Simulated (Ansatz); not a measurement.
Fluorite NiSi2, treated with r²SCAN+rVV10 in Ansatz (plane waves, PAW).

Settings: plane-wave cutoff 560 eV, 18×18×18 k mesh, Fermi–Dirac smearing 0.05 eV, no spin polarisation, scalar-relativistic PAW data made under PBE.

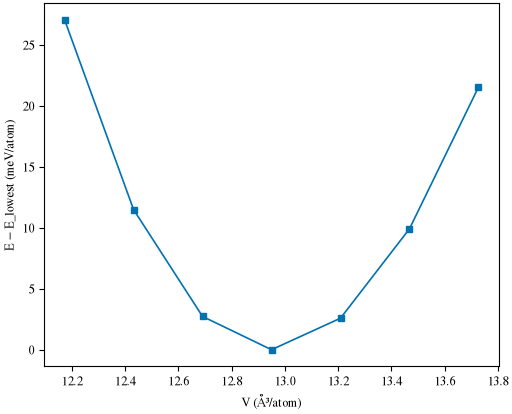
Fig. 1. Total energy against volume

### Question
From the curve, estimate the equilibrium volume and the bulk modulus.

### Answer
V0 ≈ 12.9 Å³/atom and B0 ≈ 170 GPa; the fit gives V0 = 12.948 Å³/atom, B0 = 165 GPa, B′ = 4.9.

Measured, for comparison: equilibrium volume per atom 13.17 Å³/atom (temperature not stated, no zero-point or thermal correction; as tabulated in Wikipedia's data pages). Computed (rounded) less measured: equilibrium volume per atom -1.7 %. A static lattice is as a rule a little smaller and stiffer than an uncorrected measurement, which narrows the difference in the equilibrium volume per atom and would widen misses of the other sign.

Ansatz is a first-principles code.
